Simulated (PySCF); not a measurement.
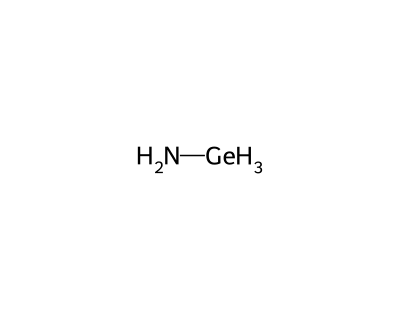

The picture comes from a calculation with PySCF.

A structural formula.

Give its SMILES.

[NH2][GeH3]

What is the molecular formula?

GeH5N.

An optimisation with PBE0-D3(BJ)/def2-SVP gave a structure of which point group?

Cs.
